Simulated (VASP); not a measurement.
Band structure of TiB (relaxed from the wurtzite structure, space group P6_3/mmc). Level of theory: PBE GGA, VASP's PBE PAW potentials (set 64) (plane waves; VASP).

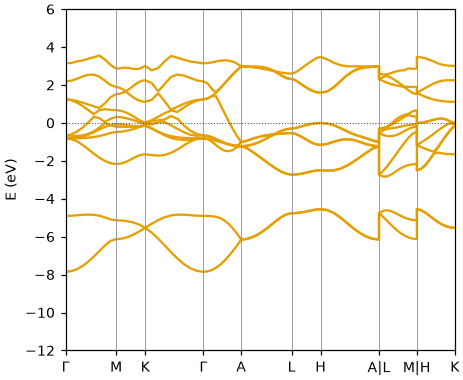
*Bands along high-symmetry lines, zero at the valence-band maximum or, without a gap, the Fermi level*

Question: Read the plot: is there a gap, and where are the band edges?

Answer: It has no gap at this level: it comes out as a metal or semimetal. (Edges off the drawn lines would not show.)

The structure was generated: TiB was put into the wurtzite type (P6_3mc), which need not be its known phase. It was relaxed first, which changed the volume by -36 %. The relaxed cell has space group P6_3/mmc.
